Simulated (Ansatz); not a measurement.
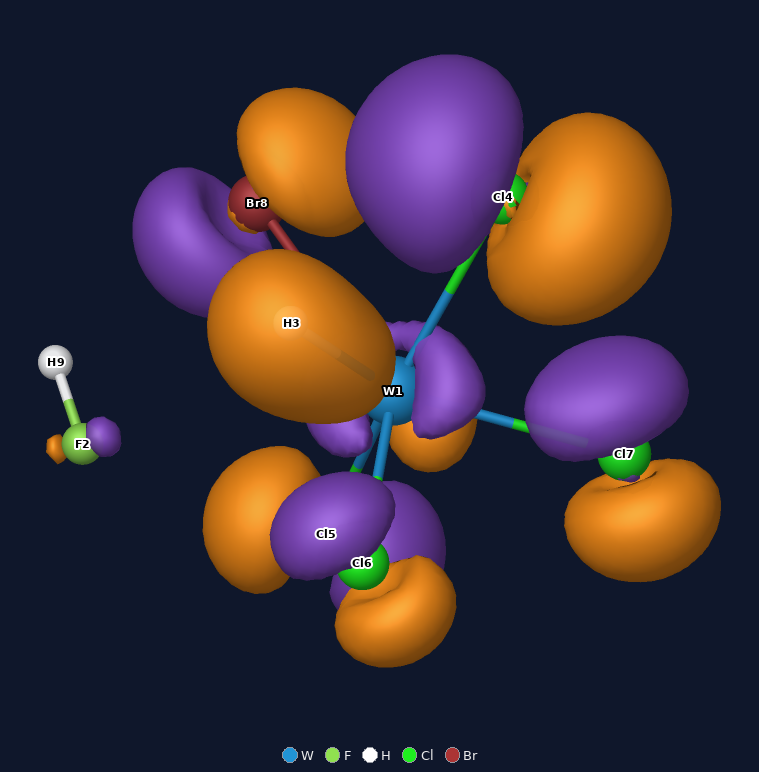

Figure 1: BrCl4HW···HF. The HOMO at ±0.1 Å⁻³ᐟ² (orange and purple are the two phases), seen across its widest extent.

Core potentials replace the inner electrons of W.

All numbers below come from Ansatz 0.2.0, RKS PBE/def2-SVP.

```xyz
9

W    -0.3932    0.3202   -0.3798
F    -0.5502   -0.5103    2.5494
H     0.7405    0.6482    0.8191
Cl    1.0673    2.0412   -1.0722
Cl   -2.4170   -0.7644   -0.1276
Cl    0.7852   -1.6082   -0.0727
Cl   -0.4882   -0.0203   -2.6748
Br   -1.5094    2.2001    0.9425
H    -0.8849    0.3118    2.8361
```

**Where does this orbital lie, and at what energy?**

By Hirshfeld shares it lies mainly on Cl4 (about 45 %), Cl7 (about 10 %), Br8 (about 10 %), W1 (about 10 %), Cl5 (about 10 %) and H3 (about 5 %); largely a combination of lone pairs on Cl4, Cl7, Br8 and Cl5. Its energy is −7.02 eV.
